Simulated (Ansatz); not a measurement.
# GeAsH₅ + CH₄: a complex and its separated parts, part 1 of 2

Aim: how far the complex at one end of a reaction step lies below its separated, relaxed parts, level by level.

Method: PBE0-D4/def2-TZVP structures, single points in def2-TZVPP, no counterpoise correction; program: Ansatz 0.2.0, Gaussian basis.

Levels: SPW92, PBE-D4, BLYP-D4, r2SCAN-D4, B97M-V, PBE0-D4, B3LYP-D4, r2SCAN0-D4, BHLYP-D4, CAM-B3LYP-D4, wB97X-V, wB97M-V, B2PLYP, PBE-QIDH, RPA on PBE, Hartree-Fock, MP2, CCSD, CCSD(T).

Correlated methods freeze the cores. Filled d shells of the heavier atoms are correlated. B3LYP uses VWN-RPA correlation. B2PLYP carries no dispersion term here.

94 further runs of the same task are left out: 94 set aside as unsound or not needed. Runs told in other sessions of the task aren't counted.

### Step 1. Where the work starts

The complex: 12 atoms, charge 0, spin multiplicity 1.

Atoms are counted from 1 here; the program's logs count them from 0.

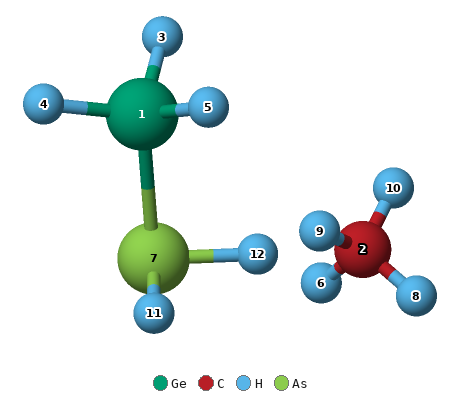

Start geometry, drawn with germanium teal, carbon red, hydrogen blue, arsenic green; atoms are numbered from 1 in the order of the file.

As a file:

```
Ge   -1.44414   -1.53504   -0.22121
C     0.83508    2.05417    0.64194
H    -2.48417   -1.55010   -1.35330
H    -1.79980   -2.63297    0.79443
H    -1.47401   -0.16765    0.47771
H     1.27533    1.14814    0.22648
As    0.71962   -2.06893   -1.17862
H     1.59352    2.83435    0.70133
H     0.44886    1.84552    1.63933
H     0.01935    2.38709    0.00062
H     1.45724   -1.62643    0.07818
H     0.85323   -0.68814   -1.80679
```

Its parts: GeAsH₅ holds atoms 1, 3, 4, 5, 7, 11, 12; CH₄ holds atoms 2, 6, 8, 9, 10. Each part counts its atoms afresh in its own runs.

### Step 2. Relaxing GeAsH₅ alone

File relax-a/in.yaml:

```yaml
crystal:
  periodic: [false, false, false]
  atoms:
    - {symbol: Ge, position_ang: [-1.444139, -1.535044, -0.221205]}
    - {symbol: H, position_ang: [-2.484174, -1.550102, -1.353298]}
    - {symbol: H, position_ang: [-1.799800, -2.632973, 0.794429]}
    - {symbol: H, position_ang: [-1.474010, -0.167648, 0.477711]}
    - {symbol: As, position_ang: [0.719621, -2.068930, -1.178618]}
    - {symbol: H, position_ang: [1.457244, -1.626429, 0.078182]}
    - {symbol: H, position_ang: [0.853228, -0.688143, -1.806795]}
basis:
  gaussian: {orbitals: def2-TZVP}
hamiltonian: {xc: pbe0, dispersion: d4}
relax: {f_tol: 0.005, max_steps: 200}
```

Command:

```sh
$ ansatz run in.yaml --threads 8 --pin off --events-out ev --progress --plain --max-ram 19148MiB
```

Standard output (excerpt; [...] marks lines left out):

```text
Functional definition: PBE0
  name "PBE0"
  cite "Adamo & Barone, J. Chem. Phys. 110, 6158 (1999) doi:10.1063/1.478522"
  cite "Perdew, Burke & Ernzerhof, Phys. Rev. Lett. 77, 3865 (1996) doi:10.1103/PhysRevLett.77.3865"
  parent pbe
[...]
1044 factors; their error is unknown
[...]
mean field -117426.41632002 eV, -4315.3412052771 hartree, gradient 1.2e-5 eV, S^2 0.000000; 0 other end points of the search recorded, 0 dependent functions left out
[...]
reference -117426.41634938 eV, -4315.3412063560 hartree; 35, 35 occupied and 91, 91 virtual orbitals, 1044 factors
[...]
Total energy: -117426.52089537 eV, -4315.3450483504 hartree
Atom 0 at    -1.443313    -1.537568    -0.222705 Å, force    -0.001468     0.000621     0.000658 eV/Å
Atom 1 at    -2.485749    -1.550639    -1.352559 Å, force     0.000467     0.000126     0.000826 eV/Å
Atom 2 at    -1.800672    -2.631649     0.796476 Å, force     0.000504     0.000980    -0.000604 eV/Å
Atom 3 at    -1.470362    -0.168197     0.474762 Å, force    -0.000224    -0.001470    -0.000739 eV/Å
Atom 4 at     0.720915    -2.068340    -1.180240 Å, force     0.000526    -0.000418    -0.000254 eV/Å
Atom 5 at     1.454918    -1.627339     0.078963 Å, force     0.000002    -0.000007    -0.000101 eV/Å
Atom 6 at     0.852233    -0.685537    -1.804291 Å, force     0.000193     0.000168     0.000213 eV/Å
Dipole moment:    -0.014755     0.072598     0.041105 e Å
```

It took 4.4 s on 8 threads of Arm Neoverse V2, shared host.

The steps of the relaxation:

| step | energy from step 1 (eV) | largest force component (eV/Å) |
| --- | --- | --- |
| 1 | 0.0000 | 0.0265 |
| 2 | 0.0000 | 0.0056 |
| 3 | 0.0000 | 0.0053 |
| 4 | -0.0001 | 0.0015 |

Distances of close pairs at the start and the end, largest changes first:

| bond | before (Å) | after (Å) | change (Å) |
| --- | --- | --- | --- |
| Ge1–H4 | 1.536 | 1.537 | +0.001 |
| Ge1–As5 | 2.426 | 2.425 | -0.000 |
| As5–H6 | 1.523 | 1.523 | -0.000 |
| As5–H7 | 1.523 | 1.523 | -0.000 |
| Ge1–H2 | 1.537 | 1.537 | -0.000 |
| Ge1–H3 | 1.537 | 1.537 | -0.000 |

### Step 3. Relaxing CH₄ alone

File relax-b/in.yaml:

```yaml
crystal:
  periodic: [false, false, false]
  atoms:
    - {symbol: C, position_ang: [0.835076, 2.054168, 0.641937]}
    - {symbol: H, position_ang: [1.275326, 1.148144, 0.226481]}
    - {symbol: H, position_ang: [1.593522, 2.834349, 0.701330]}
    - {symbol: H, position_ang: [0.448860, 1.845520, 1.639328]}
    - {symbol: H, position_ang: [0.019347, 2.387088, 0.000620]}
basis:
  gaussian: {orbitals: def2-TZVP}
hamiltonian: {xc: pbe0, dispersion: d4}
relax: {f_tol: 0.005, max_steps: 200}
```

Command:

```sh
$ ansatz run in.yaml --threads 8 --pin off --events-out ev --progress --plain --max-ram 19148MiB
```

Standard output (excerpt; [...] marks lines left out):

```text
[... 5 set-up lines as earlier in the session ...]
[...]
356 factors; their error is unknown
[...]
mean field -1101.35637821 eV, -40.4741003731 hartree, gradient 4.5e-5 eV, S^2 0.000000; 0 other end points of the search recorded, 0 dependent functions left out
[...]
Atom 1 at     1.275959     1.148340     0.226674 Å, force     0.000011     0.000006     0.000001 eV/Å
Atom 2 at     1.593106     2.833765     0.701048 Å, force     0.000053     0.000049     0.000002 eV/Å
Atom 3 at     0.449182     1.845518     1.639703 Å, force     0.000017     0.000008    -0.000017 eV/Å
Atom 4 at     0.019457     2.387791     0.000331 Å, force     0.000029    -0.000001     0.000015 eV/Å
Dipole moment:    -0.000000    -0.000000     0.000000 e Å
```

Run time: 0.5 s. Hardware: 8 threads of Arm Neoverse V2, shared host.

Step by step:

| step | energy from step 1 (eV) | largest force component (eV/Å) |
| --- | --- | --- |
| 1 | 0.0000 | 0.0156 |
| 2 | 0.0000 | 0.0073 |
| 3 | 0.0000 | 0.0001 |

Distances of close pairs at the start and the end, largest changes first:

| bond | before (Å) | after (Å) | change (Å) |
| --- | --- | --- | --- |
| C1–H5 | 1.090 | 1.090 | -0.000 |
| C1–H4 | 1.090 | 1.090 | -0.000 |
| C1–H3 | 1.090 | 1.090 | -0.000 |
| C1–H2 | 1.090 | 1.090 | +0.000 |

### Step 4. SPW92/def2-TZVPP

File parta/in.yaml:

```yaml
crystal:
  periodic: [false, false, false]
  atoms:
    - {symbol: Ge, position_ang: [-1.443313, -1.537568, -0.222705]}
    - {symbol: H, position_ang: [-2.485749, -1.550639, -1.352559]}
    - {symbol: H, position_ang: [-1.800672, -2.631649, 0.796476]}
    - {symbol: H, position_ang: [-1.470362, -0.168197, 0.474762]}
    - {symbol: As, position_ang: [0.720915, -2.068340, -1.180240]}
    - {symbol: H, position_ang: [1.454918, -1.627339, 0.078963]}
    - {symbol: H, position_ang: [0.852233, -0.685537, -1.804291]}
basis:
  gaussian: {orbitals: def2-TZVPP}
hamiltonian: {xc: lda}
```

File partb/in.yaml:

```yaml
crystal:
  periodic: [false, false, false]
  atoms:
    - {symbol: C, position_ang: [0.834428, 2.053855, 0.641939]}
    - {symbol: H, position_ang: [1.275959, 1.148340, 0.226674]}
    - {symbol: H, position_ang: [1.593106, 2.833765, 0.701048]}
    - {symbol: H, position_ang: [0.449182, 1.845518, 1.639703]}
    - {symbol: H, position_ang: [0.019457, 2.387791, 0.000331]}
basis:
  gaussian: {orbitals: def2-TZVPP}
hamiltonian: {xc: lda}
```

The same command starts each run, in its folder.

Command:

```sh
$ ansatz run in.yaml --threads 8 --pin off --events-out ev --progress --plain --max-ram 19148MiB
```

Log of parta (excerpt; [...] marks lines left out):

```text
Functional definition: SPW92
  name "SPW92"
  cite "Dirac, Proc. Camb. Phil. Soc. 26, 376 (1930) doi:10.1017/S0305004100016108"
  cite "Slater, Phys. Rev. 81, 385 (1951) doi:10.1103/PhysRev.81.385"
  cite "Perdew & Wang, Phys. Rev. B 45, 13244 (1992) doi:10.1103/PhysRevB.45.13244"
[...]
1026 factors; their error is unknown
[...]
mean field -117264.26556714 eV, -4309.3822750184 hartree, gradient 3.5e-5 eV, S^2 0.000000; 0 other end points of the search recorded, 0 dependent functions left out
reference -117264.26560384 eV, -4309.3822763671 hartree; 35, 35 occupied and 131, 131 virtual orbitals, 1026 factors
Total energy: -117264.26560384 eV, -4309.3822763671 hartree
```

Log of partb (excerpt; [...] marks lines left out):

```text
[... 5 set-up lines as earlier in the session ...]
[...]
416 factors; their error is unknown
[...]
mean field -1091.60443176 eV, -40.1157229510 hartree, gradient 3.5e-5 eV, S^2 0.000000; 0 other end points of the search recorded, 0 dependent functions left out
reference -1091.60445775 eV, -40.1157239063 hartree; 5, 5 occupied and 82, 82 virtual orbitals, 416 factors
Total energy: -1091.60445775 eV, -40.1157239063 hartree
```

They took 0.45 s (parta), 0.15 s (partb) on 8 threads of Arm Neoverse V2, shared host.

### Step 5. PBE-D4/def2-TZVPP

Each input of step 4 (parta, partb) changes in the same lines:

```diff
-hamiltonian: {xc: lda}
+hamiltonian: {xc: pbe, dispersion: d4}
```

Each run has its own folder and the same command.

Command:

```sh
$ ansatz run in.yaml --threads 8 --pin off --events-out ev --progress --plain --max-ram 19148MiB
```

Log of parta (excerpt; [...] marks lines left out):

```text
Functional definition: PBE
  name "PBE"
[... 2 set-up lines as earlier in the session ...]
[...]
1026 factors; their error is unknown
[...]
mean field -117423.02811995 eV, -4315.2166912212 hartree, gradient 3.0e-5 eV, S^2 0.000000; 0 other end points of the search recorded, 0 dependent functions left out
reference -117423.02815906 eV, -4315.2166926582 hartree; 35, 35 occupied and 131, 131 virtual orbitals, 1026 factors
Total energy: -117423.15202208 eV, -4315.2212445405 hartree
```

Log of partb (excerpt; [...] marks lines left out):

```text
[... 4 set-up lines as earlier in the session ...]
[...]
416 factors; their error is unknown
[...]
mean field -1101.08956904 eV, -40.4642953168 hartree, gradient 7.9e-6 eV, S^2 0.000000; 0 other end points of the search recorded, 0 dependent functions left out
reference -1101.08959724 eV, -40.4642963532 hartree; 5, 5 occupied and 82, 82 virtual orbitals, 416 factors
Total energy: -1101.11336789 eV, -40.4651699086 hartree
```

They took 0.6 s (parta), 0.2 s (partb) on 8 threads of Arm Neoverse V2, shared host.

### Step 6. BLYP-D4/def2-TZVPP

The same edit goes into each in.yaml of step 5 (parta, partb):

```diff
-hamiltonian: {xc: pbe, dispersion: d4}
+hamiltonian: {xc: {name: BLYP}, dispersion: d4}
```

Each run has its own folder and the same command.

Command:

```sh
$ ansatz run in.yaml --threads 8 --pin off --events-out ev --progress --plain --max-ram 19148MiB
```

Output in parta (excerpt; [...] marks lines left out):

```text
Functional definition: BLYP
  name "BLYP"
  cite "Becke, Phys. Rev. A 38, 3098 (1988) doi:10.1103/PhysRevA.38.3098"
  cite "Lee, Yang & Parr, Phys. Rev. B 37, 785 (1988) doi:10.1103/PhysRevB.37.785"
[...]
1026 factors; their error is unknown
[...]
mean field -117443.54276230 eV, -4315.9705904221 hartree, gradient 3.2e-5 eV, S^2 0.000000; 0 other end points of the search recorded, 0 dependent functions left out
reference -117443.54310530 eV, -4315.9706030272 hartree; 35, 35 occupied and 131, 131 virtual orbitals, 1026 factors
Total energy: -117443.81197235 eV, -4315.9804837088 hartree
```

Output in partb (excerpt; [...] marks lines left out):

```text
[... 4 set-up lines as earlier in the session ...]
[...]
416 factors; their error is unknown
[...]
mean field -1102.10482141 eV, -40.5016051535 hartree, gradient 2.3e-5 eV, S^2 0.000000; 0 other end points of the search recorded, 0 dependent functions left out
reference -1102.10507417 eV, -40.5016144421 hartree; 5, 5 occupied and 82, 82 virtual orbitals, 416 factors
Total energy: -1102.16219071 eV, -40.5037134362 hartree
```

Times: 0.7 s (parta), 0.2 s (partb) on 8 threads of Arm Neoverse V2, shared host.

### Step 7. r2SCAN-D4/def2-TZVPP

The same edit goes into each in.yaml of step 6 (parta, partb):

```diff
-hamiltonian: {xc: {name: BLYP}, dispersion: d4}
+hamiltonian: {xc: r2scan, dispersion: d4}
```

The same command starts each run, in its folder.

Command:

```sh
$ ansatz run in.yaml --threads 8 --pin off --events-out ev --progress --plain --max-ram 19148MiB
```

parta printed (excerpt; [...] marks lines left out):

```text
Functional definition: r2SCAN
  name "r2SCAN"
  cite "Furness, Kaplan, Ning, Perdew & Sun, J. Phys. Chem. Lett. 11, 8208 (2020) doi:10.1021/acs.jpclett.0c02405"
  cite "Furness, Kaplan, Ning, Perdew & Sun, J. Phys. Chem. Lett. 11, 9248 (2020) doi:10.1021/acs.jpclett.0c03077"
  parent r2scan
[...]
1026 factors; their error is unknown
[...]
mean field -117440.54535805 eV, -4315.8604378476 hartree, gradient 2.9e-5 eV, S^2 0.000000; 0 other end points of the search recorded, 0 dependent functions left out
reference -117440.54536881 eV, -4315.8604382431 hartree; 35, 35 occupied and 131, 131 virtual orbitals, 1026 factors
Total energy: -117440.57288482 eV, -4315.8614494378 hartree
```

partb printed (excerpt; [...] marks lines left out):

```text
[... 5 set-up lines as earlier in the session ...]
[...]
416 factors; their error is unknown
[...]
mean field -1102.08488485 eV, -40.5008724982 hartree, gradient 4.0e-5 eV, S^2 0.000000; 0 other end points of the search recorded, 0 dependent functions left out
reference -1102.08489295 eV, -40.5008727961 hartree; 5, 5 occupied and 82, 82 virtual orbitals, 416 factors
Total energy: -1102.09054302 eV, -40.5010804320 hartree
```

They took 1.4 s (parta), 0.45 s (partb) on 8 threads of Arm Neoverse V2, shared host.

### Step 8. B97M-V/def2-TZVPP

Each input of step 7 (parta, partb) changes in the same lines:

```diff
-hamiltonian: {xc: r2scan, dispersion: d4}
+hamiltonian: {xc: {name: B97M-V}}
```

The same command starts each run, in its folder.

Command:

```sh
$ ansatz run in.yaml --threads 8 --pin off --events-out ev --progress --plain --max-ram 19148MiB
```

parta printed (excerpt; [...] marks lines left out):

```text
Functional definition: B97M-V
  name "B97M-V"
  cite "Mardirossian & Head-Gordon, J. Chem. Phys. 142, 074111 (2015) doi:10.1063/1.4907719"
  cite "Becke, J. Chem. Phys. 107, 8554 (1997) doi:10.1063/1.475007"
  cite "Vydrov & Van Voorhis, J. Chem. Phys. 133, 244103 (2010) doi:10.1063/1.3521275"
  # Of w^i u^j: cxij and so on, Table III.
[...]
  gx(w, u) = cx00 + cx01*u + cx02*u^2 + (cx10 + cx11*u)*w
[...]
      + integral(e_c_pw_mod_opposite_spin*gos(b97_w_opposite, b97_u_opposite)) + vv10(b, c)
1026 factors; their error is unknown
[...]
mean field -117419.37529565 eV, -4315.0824524040 hartree, gradient 4.9e-5 eV, S^2 0.000000; 0 other end points of the search recorded, 0 dependent functions left out
reference -117419.37534906 eV, -4315.0824543668 hartree; 35, 35 occupied and 131, 131 virtual orbitals, 1026 factors
Total energy: -117419.37534906 eV, -4315.0824543668 hartree
```

partb printed (excerpt; [...] marks lines left out):

```text
[... 5 set-up lines as earlier in the session ...]
  # Of w^i u^j: cxij and so on, Table III.
[...]
  gx(w, u) = cx00 + cx01*u + cx02*u^2 + (cx10 + cx11*u)*w
[...]
  gos(w, u) = cos00 + cos01*u + cos03*u^3 + cos10*w + cos32*w^3*u^2
[...]
      + integral(e_c_pw_mod_opposite_spin*gos(b97_w_opposite, b97_u_opposite)) + vv10(b, c)
416 factors; their error is unknown
[...]
mean field -1102.89599979 eV, -40.5306804227 hartree, gradient 2.9e-5 eV, S^2 0.000000; 0 other end points of the search recorded, 0 dependent functions left out
reference -1102.89603970 eV, -40.5306818890 hartree; 5, 5 occupied and 82, 82 virtual orbitals, 416 factors
Total energy: -1102.89603970 eV, -40.5306818890 hartree
```

Times: 2.7 s (parta), 0.5 s (partb) on 8 threads of Arm Neoverse V2, shared host.

### Step 9. PBE0-D4/def2-TZVPP

The same edit goes into each in.yaml of step 8 (parta, partb):

```diff
-hamiltonian: {xc: {name: B97M-V}}
+hamiltonian: {xc: pbe0, dispersion: d4}
+output: {orbitals: {seedname: orbitals}}
```

Each run has its own folder and the same command.

Command:

```sh
$ ansatz run in.yaml --threads 8 --pin off --events-out ev --progress --plain --max-ram 19148MiB
```

Output in parta (excerpt; [...] marks lines left out):

```text
[... 5 set-up lines as earlier in the session ...]
[...]
1119 factors; their error is unknown
[...]
mean field -117426.44843098 eV, -4315.3423853330 hartree, gradient 2.7e-5 eV, S^2 0.000000; 0 other end points of the search recorded, 0 dependent functions left out
reference -117426.44846046 eV, -4315.3423864163 hartree; 35, 35 occupied and 131, 131 virtual orbitals, 1119 factors
Total energy: -117426.55296579 eV, -4315.3462269163 hartree
```

Log of partb (excerpt; [...] marks lines left out):

```text
[... 5 set-up lines as earlier in the session ...]
[...]
416 factors; their error is unknown
[...]
mean field -1101.39210654 eV, -40.4754133650 hartree, gradient 1.9e-5 eV, S^2 0.000000; 0 other end points of the search recorded, 0 dependent functions left out
reference -1101.39212726 eV, -40.4754141266 hartree; 5, 5 occupied and 82, 82 virtual orbitals, 416 factors
Total energy: -1101.41121745 eV, -40.4761156780 hartree
```

They took 0.95 s (parta), 0.2 s (partb) on 8 threads of Arm Neoverse V2, shared host.

### Step 10. B3LYP-D4/def2-TZVPP

The same edit goes into each in.yaml of step 9 (parta, partb):

```diff
-hamiltonian: {xc: pbe0, dispersion: d4}
-output: {orbitals: {seedname: orbitals}}
+hamiltonian: {xc: {name: B3LYP}, dispersion: d4}
```

One command serves all of them, each in its own folder.

Command:

```sh
$ ansatz run in.yaml --threads 8 --pin off --events-out ev --progress --plain --max-ram 19148MiB
```

parta printed (excerpt; [...] marks lines left out):

```text
Functional definition: B3LYP
  name "B3LYP"
  cite "Stephens, Devlin, Chabalowski & Frisch, J. Phys. Chem. 98, 11623 (1994) doi:10.1021/j100096a001"
[... 2 set-up lines as earlier in the session ...]
  cite "Vosko, Wilk & Nusair, Can. J. Phys. 58, 1200 (1980) doi:10.1139/p80-159"
[...]
1100 factors; their error is unknown
[...]
mean field -117443.73526369 eV, -4315.9776647175 hartree, gradient 3.0e-5 eV, S^2 0.000000; 0 other end points of the search recorded, 0 dependent functions left out
reference -117443.73552170 eV, -4315.9776741995 hartree; 35, 35 occupied and 131, 131 virtual orbitals, 1100 factors
Total energy: -117443.93834650 eV, -4315.9851278733 hartree
```

partb printed (excerpt; [...] marks lines left out):

```text
[... 6 set-up lines as earlier in the session ...]
[...]
416 factors; their error is unknown
[...]
mean field -1103.12534630 eV, -40.5391087513 hartree, gradient 2.4e-5 eV, S^2 0.000000; 0 other end points of the search recorded, 0 dependent functions left out
reference -1103.12553203 eV, -40.5391155767 hartree; 5, 5 occupied and 82, 82 virtual orbitals, 416 factors
Total energy: -1103.16334367 eV, -40.5405051289 hartree
```

They took 0.95 s (parta), 0.2 s (partb) on 8 threads of Arm Neoverse V2, shared host.

### Step 11. r2SCAN0-D4/def2-TZVPP

Each input of step 10 (parta, partb) changes in the same lines:

```diff
-hamiltonian: {xc: {name: B3LYP}, dispersion: d4}
+hamiltonian: {xc: {name: r2SCAN0}, dispersion: d4}
```

Each run has its own folder and the same command.

Command:

```sh
$ ansatz run in.yaml --threads 8 --pin off --events-out ev --progress --plain --max-ram 19148MiB
```

Output in parta (excerpt; [...] marks lines left out):

```text
Functional definition: r2SCAN0
  name "r2SCAN0"
  cite "Bursch, Neugebauer, Ehlert & Grimme, J. Chem. Phys. 156, 134105 (2022) doi:10.1063/5.0086040"
[... 3 set-up lines as earlier in the session ...]
[...]
1119 factors; their error is unknown
[...]
mean field -117439.67681222 eV, -4315.8285193770 hartree, gradient 2.5e-5 eV, S^2 0.000000; 0 other end points of the search recorded, 0 dependent functions left out
reference -117439.67682078 eV, -4315.8285196916 hartree; 35, 35 occupied and 131, 131 virtual orbitals, 1119 factors
Total energy: -117439.71027919 eV, -4315.8297492656 hartree
```

Output in partb (excerpt; [...] marks lines left out):

```text
[... 6 set-up lines as earlier in the session ...]
[...]
416 factors; their error is unknown
[...]
mean field -1102.01584932 eV, -40.4983354895 hartree, gradient 5.1e-5 eV, S^2 0.000000; 0 other end points of the search recorded, 0 dependent functions left out
reference -1102.01585576 eV, -40.4983357259 hartree; 5, 5 occupied and 82, 82 virtual orbitals, 416 factors
Total energy: -1102.02213067 eV, -40.4985663249 hartree
```

Wall times: 1.8 s (parta), 0.45 s (partb) on 8 threads of Arm Neoverse V2, shared host.

### Step 12. BHLYP-D4/def2-TZVPP

Each input of step 11 (parta, partb) changes in the same lines:

```diff
-hamiltonian: {xc: {name: r2SCAN0}, dispersion: d4}
+hamiltonian: {xc: {name: BHLYP}, dispersion: d4}
```

Each run has its own folder and the same command.

Command:

```sh
$ ansatz run in.yaml --threads 8 --pin off --events-out ev --progress --plain --max-ram 19148MiB
```

Log of parta (excerpt; [...] marks lines left out):

```text
Functional definition: BHLYP
  name "BHLYP"
  cite "Becke, J. Chem. Phys. 98, 1372 (1993) doi:10.1063/1.464304"
[... 2 set-up lines as earlier in the session ...]
[...]
1213 factors; their error is unknown
[...]
mean field -117439.99877839 eV, -4315.8403514157 hartree, gradient 3.6e-5 eV, S^2 0.000000; 0 other end points of the search recorded, 0 dependent functions left out
reference -117439.99895407 eV, -4315.8403578716 hartree; 35, 35 occupied and 131, 131 virtual orbitals, 1213 factors
Total energy: -117440.17410167 eV, -4315.8467944273 hartree
```

Log of partb (excerpt; [...] marks lines left out):

```text
[... 5 set-up lines as earlier in the session ...]
[...]
457 factors; their error is unknown
[...]
mean field -1102.12974844 eV, -40.5025212049 hartree, gradient 7.7e-5 eV, S^2 0.000000; 0 other end points of the search recorded, 0 dependent functions left out
reference -1102.12987321 eV, -40.5025257900 hartree; 5, 5 occupied and 82, 82 virtual orbitals, 457 factors
Total energy: -1102.15263394 eV, -40.5033622313 hartree
```

Wall times: 0.8 s (parta), 0.15 s (partb) on 8 threads of Arm Neoverse V2, shared host.

(Continued in part 2 of 2.)
